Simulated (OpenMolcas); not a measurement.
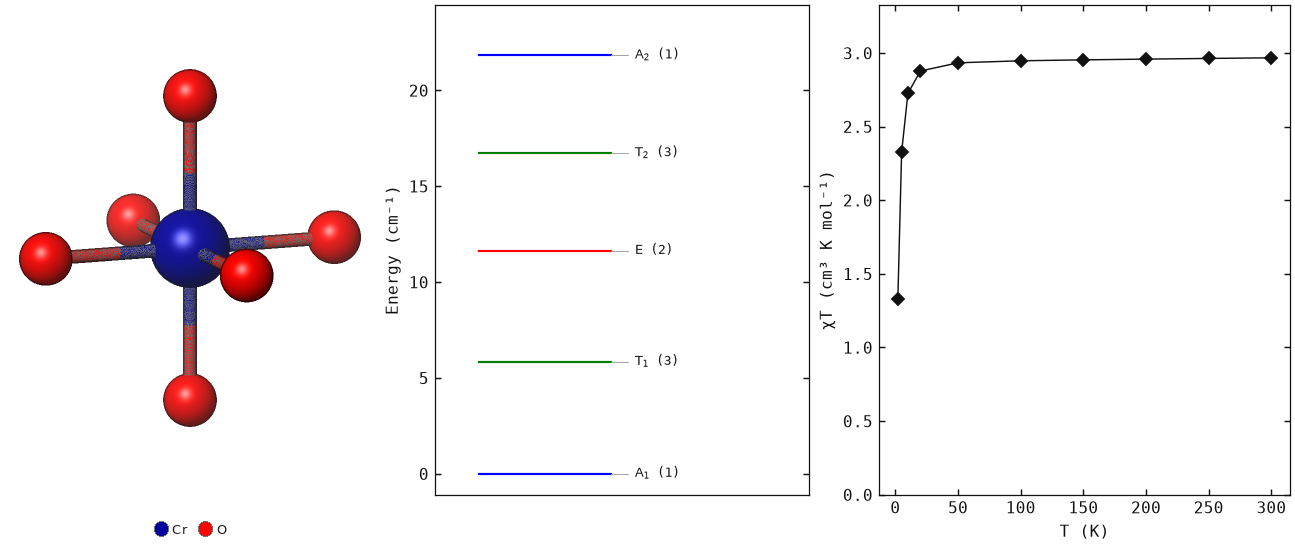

Cr²⁺ (3d⁴) as a dopant in CaO, a cluster with its 6 nearest O²⁻ at 2.259 Å (octahedron) embedded in model potentials and point charges; the geometry was set, not optimised, and its levels and susceptibility. Labels give the representation in O, Td, D4 or D3 as the site allows (double group for half-integer spin) where it could be assigned and, in brackets, the degeneracy; spin-free states, where drawn, share the zero of the spin-orbit levels. Level of the calculation: state-averaged SS-CASPT2, IPEA shift 0.25, imaginary shift 0.1 hartree, closed shells 3s 3p correlated, active space 4 electrons in the shell 3d, basis ANO-RCC-VDZP on all atoms, DKH2 scalar Hamiltonian, spin-orbit coupling by RASSI with atomic mean-field integrals (OpenMolcas). Powder susceptibility by Van Vleck's formula.

### Give the ground level and the first gap.

The ground level is A₁, non-degenerate, 100 % from states of spin multiplicity 5. The next level lies at 5.8 cm⁻¹ (T₁). χT is 1.33 cm³ K mol⁻¹ at 2 K and 2.97 at 300 K, an effective moment of 4.87 μB.

Known limits: orbital doublet at a regular site, Jahn-Teller distortion not allowed for; small active space favours high spin, ground spin may be wrong; the geometry is set by hand, with no relaxation and no charge compensation.
